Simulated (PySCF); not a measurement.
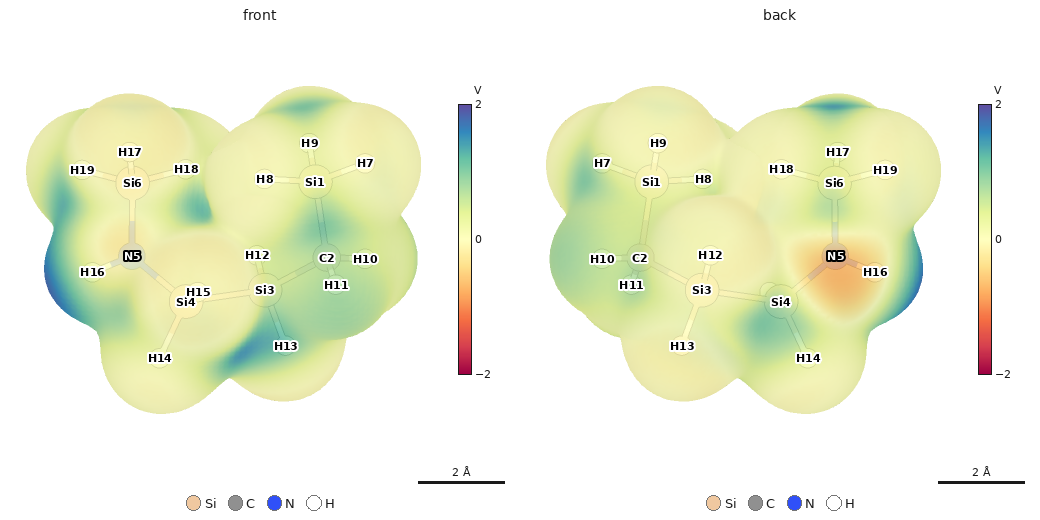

Figure. CH₁₃NSi₄ (SMILES [SiH3]C[SiH2][SiH2]N[SiH3]). The molecular electrostatic potential painted on the density surface at 0.002 e/bohr³, seen from the front and from behind; red is negative and blue positive.

Geometry: GFN2-xTB.

Method: CAM-B3LYP/def2-SVPD, SCF density, gas phase (PySCF 2.14.0).

```xyz
19

Si   -1.8855    1.4579   -0.7464
C    -2.2712   -0.3312   -0.2448
Si   -0.9002   -1.2308    0.7305
Si    0.9742   -1.5348   -0.5727
N     2.2899   -0.5772    0.0433
Si    2.3636    1.1222    0.3586
H    -2.9977    1.9974   -1.5392
H    -0.6603    1.4978   -1.5494
H    -1.7245    2.2916    0.4470
H    -3.1891   -0.3412    0.3435
H    -2.4900   -0.9074   -1.1456
H    -0.6974   -0.4919    1.9875
H    -1.4685   -2.5267    1.1575
H     1.5185   -2.9029   -0.5509
H     0.7612   -1.2224   -2.0016
H     3.1958   -1.0013   -0.0774
H     2.5154    1.9116   -0.8708
H     1.1167    1.4814    1.0294
H     3.5393    1.3171    1.2093
```

Q: Describe the electrostatic potential map.

A: The most negative region (about −0.7 V) lies over N5, the most positive (about +1.7 V) over H16.

Q: What dipole moment does the calculation give?

A: Its dipole moment is 0.52 D.
